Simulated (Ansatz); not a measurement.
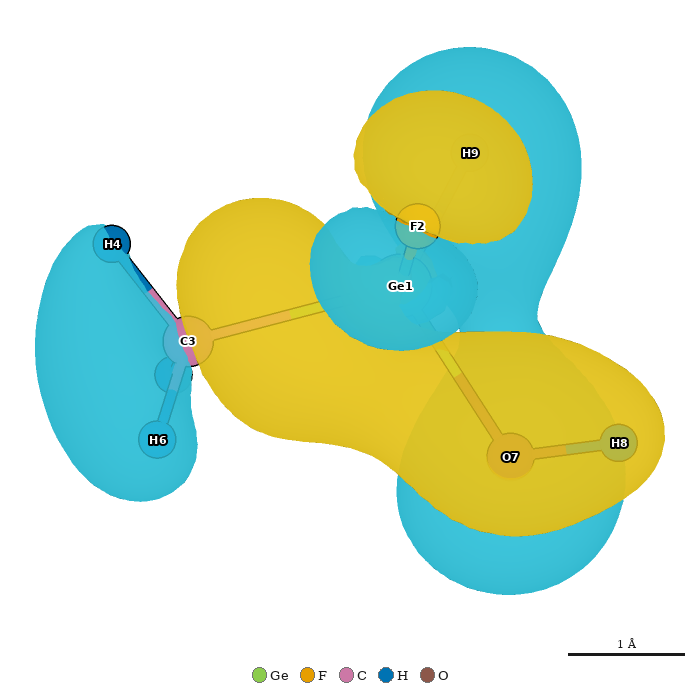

*CH5FGeO. The HOMO−1 at ±0.08 Å⁻³ᐟ² (yellow and cyan are the two phases), seen at a tilt.*

The calculation used RKS B3LYP-D4/def2-SVP (Ansatz 0.2.0).

```xyz
9

Ge   -0.0121   -0.1116   -0.1703
F    -0.1223   -0.2545    1.5744
C     1.8547    0.0082   -0.6669
H     2.4060   -0.8678   -0.2943
H     1.9516    0.0579   -1.7619
H     2.2832    0.9209   -0.2273
O    -0.7579    1.4405   -0.6034
H    -1.6903    1.5038   -0.3566
H    -0.8268   -1.3043   -0.7121
```

**What is the character of this orbital?**

Its weight (Hirshfeld) is mainly on O7 (about 35 %), F2 (about 20 %), Ge1 (about 15 %), C3 (about 15 %) and H9 (about 10 %). Its energy is −8.94 eV.
